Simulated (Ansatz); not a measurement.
A relaxed structure of Li. Space group Im-3m (No. 229), bcc (W type). Calculation: r2SCAN (plane waves to 500 eV, PAW, scalar-relativistic; Ansatz, a program for electronic structure).

```cif
data_Li2
_chemical_formula_sum 'Li2'
_space_group_name_H-M_alt 'Im-3m'
_space_group_IT_number 229
_space_group_name_Hall '-I 4 2 3'
_cell_length_a 3.47635
_cell_length_b 3.47635
_cell_length_c 3.47635
_cell_angle_alpha 90.000
_cell_angle_beta 90.000
_cell_angle_gamma 90.000
loop_
_atom_site_label
_atom_site_type_symbol
_atom_site_symmetry_multiplicity
_atom_site_Wyckoff_symbol
_atom_site_fract_x
_atom_site_fract_y
_atom_site_fract_z
_atom_site_occupancy
Li1 Li 2 a 0.00000 0.00000 0.00000 1
```
(The calculation used a cell of 1 atom; values per cell refer to that cell.)

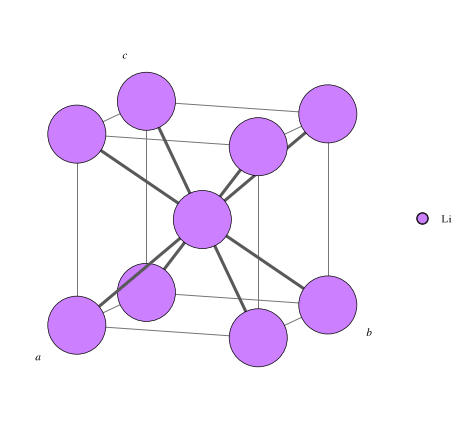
Figure. The conventional cell of the relaxed structure

```json
{
  "volume_per_atom": "21.01 Å³",
  "density": "0.55 g/cm³",
  "band_gap": "zero (metallic)",
  "shortest_distances": "Li–Li 3.01 Å",
  "k-mesh": "19×19×19"
}
```

No spin polarisation in the result.

The run could not lose the symmetry of its start.
